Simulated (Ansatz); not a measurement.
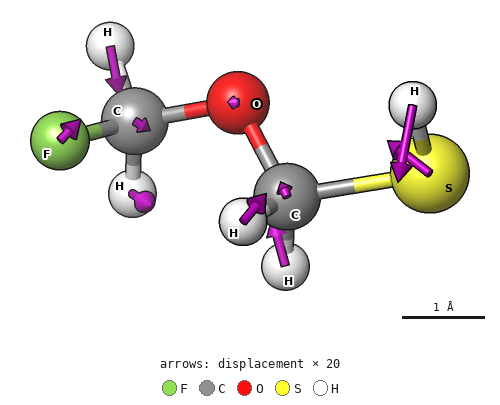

A relaxation of C₂H₅FOS. The starting structure is drawn; purple arrows show the displacements, magnified 20 times. The two geometries are superimposed by the best rigid fit.

A ball-and-stick model, seen at a tilt.

The start comes from PBE-D4/def2-SVP.

Level of theory: RKS PBE0-D4/def2-TZVP (Ansatz). Set-up: force threshold 0.005 eV/Å; at most 150 steps.

> Describe the change and its energy.

The atom that moves furthest after the best rigid fit is an H atom (0.050 Å). By element the largest moves are H 0.050 Å, S 0.038 Å, F 0.020 Å, C 0.012 Å, O 0.008 Å. Among the contacts that change: C–S 1.811 → 1.788 Å, C–H 1.120 → 1.099 Å, H–S 1.363 → 1.342 Å, C–O 1.380 → 1.367 Å. After 5 accepted moves (6 points after the start) the energy has fallen by 4.60 kJ/mol. The largest force component goes from 0.69 to 0.0011 eV/Å. The line search rejected the trial step at point 4 of the run.
